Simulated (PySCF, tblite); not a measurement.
# C4H9AlF2O: geometry, infrared bands and NMR shifts

Aim: predict the infrared bands and NMR shifts of C4H9AlF2O (`F[C@@H]1C[C@H](F)[O+]([AlH3-])C1`).

Programs: tblite 0.8.0 and PySCF 2.14.0, with density-fitted response routines of our own. Each step states its level of theory. These are calculated values for one molecule in the gas phase, unless marked as measured. Atoms are numbered from 0 throughout.

**1. The starting structure**

17 atoms, charge 0, multiplicity 1; geometry from: force field or distance geometry start.

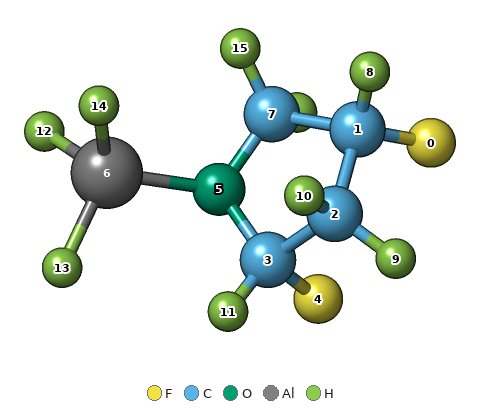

The starting geometry (fluorine yellow, carbon blue, oxygen teal, aluminium grey, hydrogen green), atoms numbered.

**2. Relaxing the molecule with GFN2-xTB**

Job settings and geometry (Å):

```
{"job": {"kind": "relax", "xc": "GFN2-xTB", "basis": "xTB"}, "charge": 0, "multiplicity": 1}
F     -2.353500    -1.360400    -0.309500
C     -1.567900    -0.450800     0.344300
C     -1.247900     0.708800    -0.541900
C      0.039500     0.283700    -1.192000
F     -0.304100    -0.624900    -2.175000
O      0.706300    -0.406100    -0.197900
Al     2.068100     0.463600     0.591100
C     -0.177100    -1.040900     0.623100
H     -2.056200    -0.132900     1.277400
H     -2.035900     0.860700    -1.331800
H     -1.121000     1.608100     0.072000
H      0.591900     1.102400    -1.636900
H      3.158000    -0.619800     1.063200
H      2.808100     1.434100    -0.452700
H      1.692300     1.318400     1.875400
H      0.045600    -1.027000     1.703900
H     -0.253000    -2.104900     0.277200
```

Started as:

```sh
OMP_NUM_THREADS=1 python probes_run.py task.json out
```

One launch serves the whole session: the jobs run in the order shown.

**Question.** This job is followed by: GFN2-xTB harmonic vibrations, gas phase; GIAO PBE0/pcSseg-1 NMR shielding, non-relativistic, gas phase. What will the session give for the following? strongest single infrared mode (GFN2-xTB); zero-point energy (GFN2-xTB); ¹³C shifts against TMS (PBE0/pcSseg-1); ¹H shifts against TMS (PBE0/pcSseg-1, means over atoms taken as alike); ¹⁹F shifts against CFCl3 (PBE0/pcSseg-1); ¹⁷O shifts against H2O (PBE0/pcSseg-1); ²⁷Al shifts against AlH4- (PBE0/pcSseg-1).

As calculated:

```
                                                              quantity                                         value
                             strongest single infrared mode (GFN2-xTB)                          798 cm⁻¹, 634 km/mol
                                          zero-point energy (GFN2-xTB)                                 74.2 kcal/mol
                                ¹³C shifts against TMS (PBE0/pcSseg-1)                   116.3, 93.2, 78.3, 45.2 ppm
¹H shifts against TMS (PBE0/pcSseg-1, means over atoms taken as alike)  6.50, 5.75, 5.19, 4.71, 4.17, 2.75, 2.73 ppm
                              ¹⁹F shifts against CFCl3 (PBE0/pcSseg-1)                            -143.9, -205.1 ppm
                                ¹⁷O shifts against H2O (PBE0/pcSseg-1)                                     100.1 ppm
                             ²⁷Al shifts against AlH4- (PBE0/pcSseg-1)                                      83.3 ppm
```

**Reading.** Relaxing lowered the energy by 0.974 eV in 83 steps; the close pair that moved most is O5–Al6, from 1.798 to 1.890 Å. No mode is imaginary among the 45: a minimum at this level. The strongest single mode, at 798 cm⁻¹, is carried by H13, H14, H12, O5. GFN2-xTB is a fitted tight-binding method: band positions and strengths are rough. Its intensities can rank the bands wrongly. The most deshielded hydrogen is H11 (hydrogen on an sp3 CH bonded to F and O), at 6.50 ppm: its carbon carries F and O, an electronegative neighbour. At PBE0/pcSseg-1: The largest span, 180 ppm, is at F4, where the paramagnetic term is -159 ppm.
